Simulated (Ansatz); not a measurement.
Ti (hcp, Mg type)

```yaml
crystal:
  lattice:
    - [2.93914, 0.00000, 0.00000]
    - [-1.46957, 2.54537, 0.00000]
    - [0.00000, 0.00000, 4.65010]
  atoms:
    - { symbol: Ti, position: [0.33333, 0.66667, 0.75000] }
    - { symbol: Ti, position: [0.66667, 0.33333, 0.25000] }
```

In this cell atom 2 (Ti, nearest neighbour Ti at 2.878 Å; its periodic images, 2.9 Å or more away, move with it) is moved by s along Cartesian [110], unit vector (0.707, 0.707, 0.000); all other atoms and the cell stay fixed.

These are PBE (plane waves to 420 eV, PAW, scalar-relativistic; Ansatz, a program for electronic structure) values and carry that method's errors. k mesh 15×15×8 (Γ-centred), Fermi-Dirac smearing 0.05 eV. Energies are smeared free energies. With partly filled bands, energies and forces of such displacements shift with the k mesh and the smearing. Ti is run without spin polarisation. Ti was relaxed with its symmetry unable to fall. ΔE is measured from the undisplaced structure.

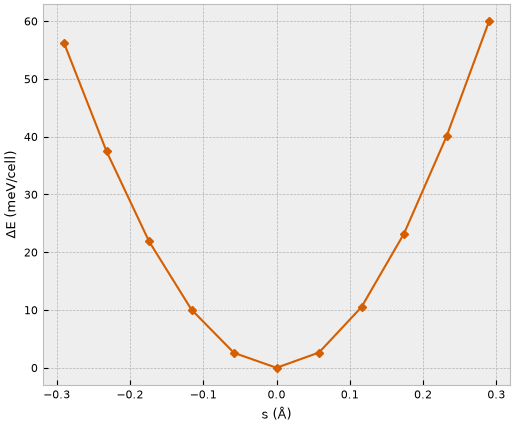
*ΔE (meV/cell) against s (Å); markers are the computed points, lines only join them.*

### Question
Is the energy the same for displacements of ±0.290 Å, and if not, which side lies higher?

### Answer
Not even: the positive side lies higher at ±0.290 Å.

### Question
What is the energy change at s = 0.290 Å?

### Answer
About 60 meV/cell.

(For displaced atoms, the force is minus the slope of the energy, and its curvature is a force constant, which sets phonon frequencies.)
